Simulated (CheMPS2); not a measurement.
# AlCl (aluminium monochloride) at DMRG/3-21G

Aim: the vertical singlet–triplet gap of AlCl (aluminium monochloride) at DMRG/3-21G, from 2 runs. 

The results are computed with CheMPS2 1.8.12.

5 further runs of the same task are left out: 2 that didn't finish, 3 set aside as unsound or not needed.

**1. The structure to begin with**

AlCl has 2 atoms, charge 0, and is taken as a singlet. SMILES: `[Al][Cl]`. Geometry: the measured bond length.

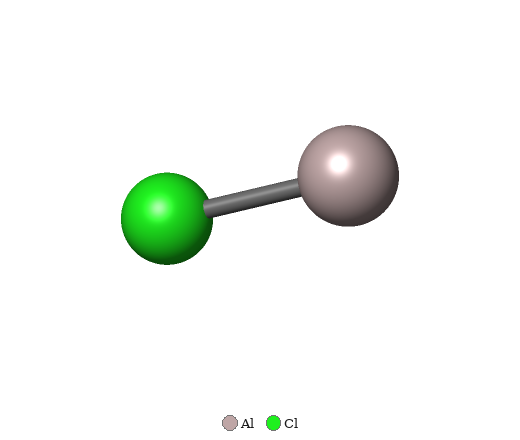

The structure, seen from a chosen angle (aluminium light grey, chlorine green).

**2. The energy at DMRG/3-21G**

prepare.py reads:

```python
from pyscf import ao2mo, cc, dft, gto, mcscf, mp, scf
from pyscf.tools import fcidump

geom = """
Al
Cl 1 2.130113
"""
mol = gto.M(
    atom=geom,
    basis="3-21g",
    verbose=3,
    max_memory=2000,
)
print("basis functions                = %d" % (mol.nao))
mf = scf.RHF(mol)
mf.conv_tol = 1e-10
mf.max_cycle = 200
mf.kernel()
if not mf.converged:
    mf = mf.newton().run(mf.mo_coeff, mf.mo_occ)
print("E(HF)                          = %.10f" % (mf.e_tot))
# MP2, CCSD and CCSD(T) with the same frozen core
ref = mf
pt = mp.MP2(ref, frozen=10).run()
mycc = cc.CCSD(ref, frozen=10)
mycc.max_cycle = 150
mycc.kernel()
print("MP2 total energy               = %.10f" % (pt.e_tot))
if mycc.converged:
    print("CCSD total energy              = %.10f" % (mycc.e_tot))
    print(f"E(CCSD(T))                     = {mycc.e_tot + mycc.ccsd_t():.10f}")
    print(f"T1                             = {mycc.get_t1_diagnostic():.4f}")
# a few density functionals on the same geometry and basis
ks = dft.RKS(mol, xc="m062x").set(conv_tol=1e-9, verbose=3).run()
if ks.converged:
    print(f"E(M06-2X)                      = {ks.e_tot:.8f}")
ks = dft.RKS(mol, xc="blyp").set(conv_tol=1e-9, verbose=3).run()
if ks.converged:
    print(f"E(BLYP)                        = {ks.e_tot:.8f}")
ks = dft.RKS(mol, xc="hse06").set(conv_tol=1e-9, verbose=3).run()
if ks.converged:
    print("E(HSE06)                       = %.8f" % (ks.e_tot))
ks = dft.RKS(mol, xc="pbe").set(conv_tol=1e-9, verbose=3).run()
if ks.converged:
    print("E(PBE)                         = %.8f" % (ks.e_tot))
ks = dft.RKS(mol, xc="camb3lyp").set(conv_tol=1e-9, verbose=3).run()
if ks.converged:
    print("E(CAM-B3LYP)                   = %.8f" % (ks.e_tot))
# natural orbitals of MP2 give a compact matrix product state
occ_no, mo = mcscf.addons.make_natural_orbitals(mp.MP2(mf, frozen=10).run())
mf.mo_coeff = mo
# FCIDUMP for the DMRG program
cas = mcscf.CASCI(mf, 16, 10)
h1, ecore = cas.get_h1eff()
fcidump.from_integrals("FCIDUMP", h1, cas.get_h2eff(), 16, 10, nuc=ecore, ms=0)
```

chemps2.input reads:

```
FCIDUMP = FCIDUMP
GROUP = 0
MULTIPLICITY = 1
NELECTRONS = 10
IRREP = 0
EXCITATION = 0
SWEEP_STATES = 100, 200, 200
SWEEP_ENERGY_CONV = 1e-04, 1e-04, 1e-06
SWEEP_MAX_SWEEPS = 2, 3, 6
SWEEP_NOISE_PREFAC = 0.05, 0.005, 0.0
SWEEP_DVDSON_RTOL = 1e-04, 1e-04, 1e-05
NOCC = 0
NACT = 16
NVIR = 0
MOLCAS_FIEDLER = TRUE
PRINT_CORR = TRUE
TMP_FOLDER = .
```

On the command line:

```console
$ python prepare.py && chemps2 --file=chemps2.input
```

The log of the run:

```text
$ python prepare.py
basis functions                = 26
converged SCF energy = -697.953755870926
E(HF)                          = -697.9537558709
E(RMP2) = -698.024741334838  E_corr = -0.070985463912039
E(SCS-RMP2) = -698.026478769353  E_corr = -0.072722898426677
E(CCSD) = -698.0418067688707  E_corr = -0.08805089794445374
MP2 total energy               = -698.0247413348
CCSD total energy              = -698.0418067689
CCSD(T) correction = -0.00158518646657734
E(CCSD(T))                     = -698.0433919553
T1                             = 0.0150
converged SCF energy = -699.07487545941
E(M06-2X)                      = -699.07487546
converged SCF energy = -699.113669148694
E(BLYP)                        = -699.11366915
converged SCF energy = -698.891042838349
E(HSE06)                       = -698.89104284
converged SCF energy = -698.786843415298
E(PBE)                         = -698.78684342
converged SCF energy = -699.132505276684
E(CAM-B3LYP)                   = -699.13250528
E(RMP2) = -698.024741334838  E_corr = -0.070985463912039
E(SCS-RMP2) = -698.026478769353  E_corr = -0.072722898426677

$ chemps2 --file=chemps2.input

Running chemps2 version 1.8.12 () with the following options:

   FCIDUMP            = FCIDUMP
   GROUP              = c1
   MULTIPLICITY       = 1
   NELECTRONS         = 10
   IRREP              = A
   EXCITATION         = 0
   SWEEP_STATES       = [ 100 ; 200 ; 200 ]
   SWEEP_ENERGY_CONV  = [ 0.0001 ; 0.0001 ; 1e-06 ]
   SWEEP_MAX_SWEEPS   = [ 2 ; 3 ; 6 ]
   SWEEP_NOISE_PREFAC = [ 0.05 ; 0.005 ; 0 ]
   SWEEP_DVDSON_RTOL  = [ 0.0001 ; 0.0001 ; 1e-05 ]
   NOCC               = [ 0 ]
   NACT               = [ 16 ]
   NVIR               = [ 0 ]
   MOLCAS_2RDM        =
   MOLCAS_3RDM        =
   MOLCAS_F4RDM       =
   MOLCAS_FOCK        =
   MOLCAS_FIEDLER     = TRUE
   MOLCAS_MPS         = FALSE
   MOLCAS_STATE_AVG   = FALSE
   PRINT_CORR         = TRUE
   TMP_FOLDER         = .

CheMPS2::Hamiltonian : Reading FCIDUMP file FCIDUMP
CheMPS2::Hamiltonian : Finished reading FCIDUMP file FCIDUMP
   EdmistonRuedenberg::FiedlerGlobal : Cost function at start = 131.552520438879
   EdmistonRuedenberg::FiedlerGlobal : Cost function at end   = 101.111596364613
   EdmistonRuedenberg::FiedlerGlobal : Reordering = [ 1, 2, 0, 3, 9, 10, 8, 12, 7, 5, 6, 4, 11, 13, 14, 15 ].

   CheMPS2: a spin-adapted implementation of DMRG for ab initio quantum chemistry

   Stats: nIt(DAVIDSON) = 6
Energy at sites (14, 15) is -689.982609543594
   Stats: nIt(DAVIDSON) = 15
Energy at sites (13, 14) is -690.965590813369
   Stats: nIt(DAVIDSON) = 22
Energy at sites (12, 13) is -691.854475588413
   Stats: nIt(DAVIDSON) = 21
Energy at sites (11, 12) is -692.322717960421
   Stats: nIt(DAVIDSON) = 22
Energy at sites (10, 11) is -692.934277409424
   Stats: nIt(DAVIDSON) = 16
Energy at sites (9, 10) is -693.342404381223
   Stats: nIt(DAVIDSON) = 48
Energy at sites (8, 9) is -693.944390319722
   Stats: nIt(DAVIDSON) = 20
Energy at sites (7, 8) is -694.955896202633
   Stats: nIt(DAVIDSON) = 16
Energy at sites (6, 7) is -695.87059384604
   Stats: nIt(DAVIDSON) = 18
Energy at sites (5, 6) is -697.045958420688
   Stats: nIt(DAVIDSON) = 20
Energy at sites (4, 5) is -697.834591737946
   Stats: nIt(DAVIDSON) = 10
Energy at sites (3, 4) is -697.840853924415
   Stats: nIt(DAVIDSON) = 4
Energy at sites (2, 3) is -697.839356647539
   Stats: nIt(DAVIDSON) = 1
Energy at sites (1, 2) is -697.839356647539
******************************************************************
***  Information on left sweep 0 of instruction 0:
***     Elapsed wall time        = 13.848862 seconds
***     Minimum energy           = -697.840853924415
***     Maximum discarded weight = 0
******************************************************************
   Stats: nIt(DAVIDSON) = 1
Energy at sites (0, 1) is -697.839356647539
   Stats: nIt(DAVIDSON) = 1
Energy at sites (1, 2) is -697.839356647539
   Stats: nIt(DAVIDSON) = 1
Energy at sites (2, 3) is -697.839356647539
   Stats: nIt(DAVIDSON) = 7
Energy at sites (3, 4) is -697.840853922859
   Stats: nIt(DAVIDSON) = 9
Energy at sites (4, 5) is -697.843141601084
   Stats: nIt(DAVIDSON) = 9
Energy at sites (5, 6) is -697.843669570199
   Stats: nIt(DAVIDSON) = 6
Energy at sites (6, 7) is -697.843816574906
   Stats: nIt(DAVIDSON) = 10
Energy at sites (7, 8) is -697.851977153671
   Stats: nIt(DAVIDSON) = 11
Energy at sites (8, 9) is -698.022030845135
   Stats: nIt(DAVIDSON) = 7
Energy at sites (9, 10) is -698.025718124569
   Stats: nIt(DAVIDSON) = 7
Energy at sites (10, 11) is -698.02743710238
   Stats: nIt(DAVIDSON) = 4
Energy at sites (11, 12) is -698.027481856977
   Stats: nIt(DAVIDSON) = 1
Energy at sites (12, 13) is -698.027481856977
   Stats: nIt(DAVIDSON) = 1
Energy at sites (13, 14) is -698.027481856977
******************************************************************
***  Information on right sweep 0 of instruction 0:
***     Elapsed wall time        = 2.819996 seconds
***     Minimum energy           = -698.027481856977
***     Maximum discarded weight = 3.31582078406267e-05
***     Energy difference with respect to previous leftright sweep = 698.027481856977
******************************************************************
[... 14 site updates ...]
******************************************************************
***  Information on left sweep 1 of instruction 0:
***     Elapsed wall time        = 3.004785 seconds
***     Minimum energy           = -698.036381099063
***     Maximum discarded weight = 3.24315345585932e-05
******************************************************************
[... 14 site updates ...]
******************************************************************
***  Information on right sweep 1 of instruction 0:
***     Elapsed wall time        = 2.398448 seconds
***     Minimum energy           = -698.037779780881
***     Maximum discarded weight = 3.23762695222578e-05
***     Energy difference with respect to previous leftright sweep = 0.0102976163843778
******************************************************************
***  Information on completed instruction 0:
***     The reduced virtual dimension DSU(2)               = 100
***     The total number of reduced MPS variables          = 35220
***     Minimum energy encountered during all instructions = -698.037779780881
***     Minimum energy encountered during the last sweep   = -698.037779780881
***     Maximum discarded weight during the last sweep     = 3.23762695222578e-05
******************************************************************
[... 14 site updates ...]
******************************************************************
***  Information on left sweep 0 of instruction 1:
***     Elapsed wall time        = 4.326912 seconds
***     Minimum energy           = -698.043141839165
***     Maximum discarded weight = 1.23958926751628e-06
******************************************************************
[... 14 site updates ...]
******************************************************************
***  Information on right sweep 0 of instruction 1:
***     Elapsed wall time        = 6.820135 seconds
***     Minimum energy           = -698.043496725933
***     Maximum discarded weight = 4.67048891173381e-06
***     Energy difference with respect to previous leftright sweep = 0.00571725257111666
******************************************************************
[... 14 site updates ...]
******************************************************************
***  Information on left sweep 1 of instruction 1:
***     Elapsed wall time        = 4.882844 seconds
***     Minimum energy           = -698.043533351521
***     Maximum discarded weight = 5.20344156388485e-06
******************************************************************
[... 14 site updates ...]
******************************************************************
***  Information on right sweep 1 of instruction 1:
***     Elapsed wall time        = 4.628896 seconds
***     Minimum energy           = -698.043545913301
***     Maximum discarded weight = 5.33056978859297e-06
***     Energy difference with respect to previous leftright sweep = 3.14695798806497e-05
******************************************************************
***  Information on completed instruction 1:
***     The reduced virtual dimension DSU(2)               = 200
***     The total number of reduced MPS variables          = 112246
***     Minimum energy encountered during all instructions = -698.043545913301
***     Minimum energy encountered during the last sweep   = -698.043545913301
***     Maximum discarded weight during the last sweep     = 5.33056978859297e-06
******************************************************************
[... 14 site updates ...]
******************************************************************
***  Information on left sweep 0 of instruction 2:
***     Elapsed wall time        = 6.946302 seconds
***     Minimum energy           = -698.043549162903
***     Maximum discarded weight = 5.33602836961498e-06
******************************************************************
[... 14 site updates ...]
******************************************************************
***  Information on right sweep 0 of instruction 2:
***     Elapsed wall time        = 6.636485 seconds
***     Minimum energy           = -698.043549173998
***     Maximum discarded weight = 5.3331544880768e-06
***     Energy difference with respect to previous leftright sweep = 5.4932024795562e-07
******************************************************************
***  Information on completed instruction 2:
***     The reduced virtual dimension DSU(2)               = 200
***     The total number of reduced MPS variables          = 112213
***     Minimum energy encountered during all instructions = -698.043549173998
***     Minimum energy encountered during the last sweep   = -698.043549173998
***     Maximum discarded weight during the last sweep     = 5.3331544880768e-06
******************************************************************
********************************************
***  2-RDM and Correlations calculation  ***
********************************************
   N(N-1)                     = 90
   Double trace of DMRG 2-RDM = 90
   Econst + 0.5 * trace(2DM-A * Ham) = -698.043528744833
   NOON of irrep A = [ 1.99182907094345 , 1.98167763530013 , 1.98166735832541 , 1.98005574974787 , 1.89803521896864 , 0.0495484632997832 , 0.0494696762198196 , 0.0259058891772108 , 0.010129479956537 , 0.0097507706958266 , 0.0097479620363172 , 0.00560439476075962 , 0.00360491651649754 , 0.00173190680683126 , 0.000621311273439526 , 0.000620195971488728 ].
   Single-orbital entropies (Hamiltonian index order is used!) = [ 0.0502293770617093 , 0.101014792379299 , 0.101091393044265 , 0.103038044144374 , 0.243378646488391 , 0.174439830748592 , 0.174614261208736 , 0.121600079461664 , 0.0606846477876744 , 0.0707575417934335 , 0.07084477940877 , 0.0326072838571009 , 0.0261434444076013 , 0.0158713576791336 , 0.00648515295890509 , 0.00649382981525971 ].
   Idistance(0) = 1.05044199082582
   Idistance(1) = 4.41826345029895
   Idistance(2) = 27.3273340446231
***************************************************
***  Timing information 2-RDM and Correlations  ***
***************************************************
***     Elapsed wall time        = 2.055301 seconds
***************************************************
--------------------------------------------------------
Spin correlation function = 4 * ( < S_i^z S_j^z > - < S_i^z > * < S_j^z > )
Hamiltonian index order is used!

   Columns 1 to 8

    0.006267   -0.001320   -0.001321   -0.001169   -0.000325    0.000231    0.000231   -0.000038
   -0.001320    0.013582   -0.001276   -0.001254    0.000154   -0.007570   -0.000364    0.000521
   -0.001321   -0.001276    0.013597   -0.001253    0.000153   -0.000368   -0.007584    0.000520
[... 12 lines of this table left out ...]
   -0.000001   -0.000007   -0.000227   -0.000119    0.000098   -0.000005   -0.000259   -0.000028

   Columns 9 to 16

   -0.002824    0.000375    0.000375   -0.000431   -0.000015   -0.000032   -0.000001   -0.000001
    0.000432   -0.002942    0.000337    0.000115    0.000027   -0.000206   -0.000227   -0.000007
    0.000432    0.000338   -0.002940    0.000115    0.000026   -0.000207   -0.000007   -0.000227
[... 12 lines of this table left out ...]
   -0.000011   -0.000003   -0.000031   -0.000042   -0.000028    0.000000   -0.000002    0.000664

--------------------------------------------------------
Spin-flip correlation function = < S_i^+ S_j^- > + < S_i^- S_j^+ >
Hamiltonian index order is used!

   Columns 1 to 8

    0.006267   -0.001320   -0.001321   -0.001169   -0.000325    0.000231    0.000231   -0.000038
   -0.001320    0.013582   -0.001276   -0.001254    0.000154   -0.007570   -0.000364    0.000521
   -0.001321   -0.001276    0.013597   -0.001253    0.000153   -0.000368   -0.007584    0.000520
[... 12 lines of this table left out ...]
   -0.000001   -0.000007   -0.000227   -0.000119    0.000098   -0.000005   -0.000259   -0.000028

   Columns 9 to 16

   -0.002824    0.000375    0.000375   -0.000431   -0.000015   -0.000032   -0.000001   -0.000001
    0.000432   -0.002942    0.000337    0.000115    0.000027   -0.000206   -0.000227   -0.000007
    0.000432    0.000338   -0.002940    0.000115    0.000026   -0.000207   -0.000007   -0.000227
[... 12 lines of this table left out ...]
   -0.000011   -0.000003   -0.000031   -0.000042   -0.000028    0.000000   -0.000002    0.000664

--------------------------------------------------------
Density correlation function = < n_i n_j > - < n_i > * < n_j >
Hamiltonian index order is used!

   Columns 1 to 8

    0.010169    0.002046    0.002048    0.001809    0.000405   -0.001395   -0.001401   -0.002693
    0.002046    0.024754    0.004205    0.004398    0.001767   -0.014102   -0.004293   -0.005152
    0.002048    0.004205    0.024769    0.004402    0.001770   -0.004292   -0.014116   -0.005157
[... 12 lines of this table left out ...]
   -0.000022   -0.000037   -0.000324   -0.000297   -0.000723   -0.000002    0.000289    0.000082

   Columns 9 to 16

   -0.006159   -0.001590   -0.001591   -0.000880   -0.000660   -0.000065   -0.000021   -0.000022
   -0.003150   -0.007143   -0.001322   -0.000577   -0.000748   -0.000322   -0.000323   -0.000037
   -0.003153   -0.001323   -0.007140   -0.000578   -0.000749   -0.000323   -0.000038   -0.000324
[... 12 lines of this table left out ...]
    0.000013    0.000002    0.000035    0.000062    0.000040    0.000025    0.000008    0.000849

--------------------------------------------------------
Singlet diradical correlation function = < d_i,up d_j,down > + < d_i,down d_j,up > - < d_i,up > * < d_j,down > - < d_i,down > * < d_j,up >
Hamiltonian index order is used!

   Columns 1 to 8

   -0.000020    0.001649    0.001651    0.001460    0.000373    0.000357    0.000359    0.000810
    0.001649   -0.000092    0.002620    0.002700    0.000894    0.007902    0.001704    0.002016
    0.001651    0.002620   -0.000092    0.002701    0.000897    0.001706    0.007916    0.002019
[... 12 lines of this table left out ...]
    0.000009    0.000021    0.000259    0.000185    0.000152    0.000009    0.000280    0.000057

   Columns 9 to 16

    0.003357    0.000394    0.000394    0.000547    0.000246    0.000037    0.000009    0.000009
    0.000915    0.003273    0.000433    0.000172    0.000241    0.000231    0.000258    0.000021
    0.000916    0.000433    0.003271    0.000172    0.000242    0.000232    0.000021    0.000259
[... 12 lines of this table left out ...]
    0.000012    0.000003    0.000033    0.000053    0.000034    0.000012    0.000005   -0.000000

--------------------------------------------------------
Two-orbital mutual information = 0.5 * ( s1(i) + s1(j) - s2(i,j) ) * ( 1 - delta(i,j) )
Hamiltonian index order is used!

   Columns 1 to 8

    0           0.003456    0.003459    0.003000    0.000765    0.001156    0.001162    0.002890
    0.003456    0           0.005547    0.005952    0.002632    0.027504    0.004194    0.006584
    0.003459    0.005547    0           0.005956    0.002640    0.004218    0.027478    0.006591
[... 12 lines of this table left out ...]
    0.000010    0.000044    0.000946    0.000408    0.001117    0.000122    0.000907    0.000134

   Columns 9 to 16

    0.012650    0.001943    0.001943    0.001300    0.000772    0.000097    0.000010    0.000010
    0.003998    0.011634    0.001147    0.000510    0.000743    0.000364    0.000932    0.000044
    0.004001    0.001149    0.011672    0.000511    0.000745    0.000366    0.000044    0.000946
[... 12 lines of this table left out ...]
    0.000019    0.000037    0.000157    0.000174    0.000089    0.000059    0.000032    0

--------------------------------------------------------
```

Run time: 63 s. Hardware: 1 thread of Arm Neoverse V2, shared host; peak memory 0.17 GiB.

(Part 1 of 2 ends here.)
